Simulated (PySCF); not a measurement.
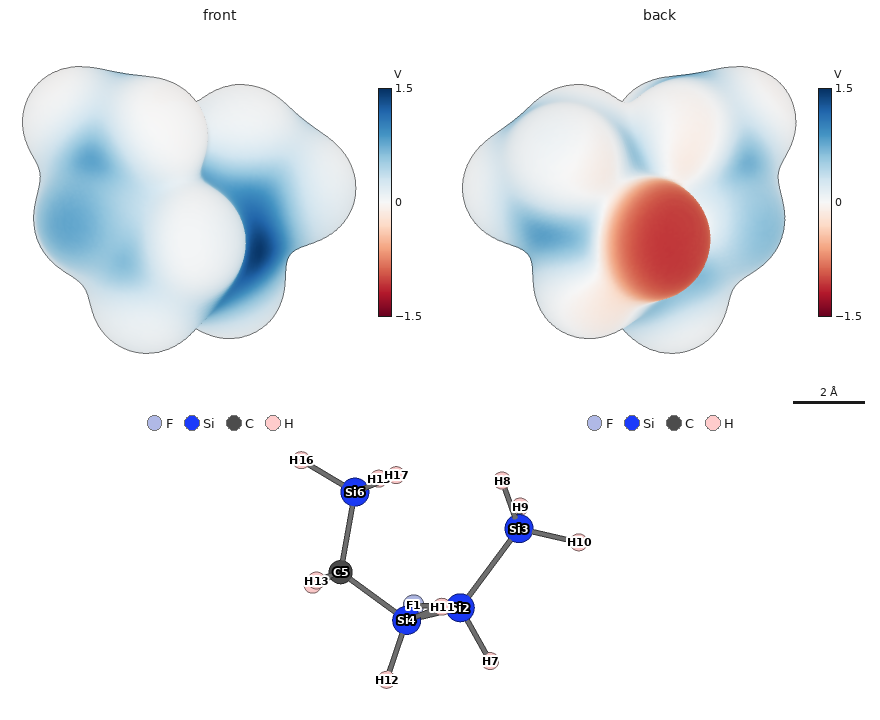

Figure 1: CH11FSi4. The electrostatic potential painted on the density surface at 0.001 e/bohr³, seen from the front and from behind; red is negative and blue positive. The bare structure is drawn below in the same view.

Geometry: GFN2-xTB.

Computed with PBE0/pcSseg-1, SCF density, gas phase, non-relativistic (PySCF 2.14.0).

```xyz
17

F    -1.1752   -1.4665    1.9205
Si   -1.4216   -1.1446    0.3380
Si   -2.6430    0.8223    0.2854
Si    0.6643   -1.3125   -0.6569
C     2.0145   -0.4667    0.3884
Si    1.7534    1.3800    0.7456
H    -2.2676   -2.3019    0.0028
H    -1.7875    1.9902    0.0444
H    -3.3920    1.0965    1.5152
H    -3.6306    0.7951   -0.7988
H     0.6422   -0.6712   -1.9824
H     1.1033   -2.6994   -0.8962
H     2.9762   -0.5946   -0.1103
H     2.0975   -0.9941    1.3397
H     0.5832    1.5537    1.6115
H     2.9391    1.9322    1.4092
H     1.5368    2.0937   -0.5165
```

Describe the electrostatic potential map.

Answer. The most negative region (about −1.1 V, or −25 kcal/mol for a unit charge) lies over F1, the most positive (about +1.4 V, or +32 kcal/mol for a unit charge) over Si2.

How polar is the molecule by this calculation?

Answer. Its dipole moment is 1.36 D.
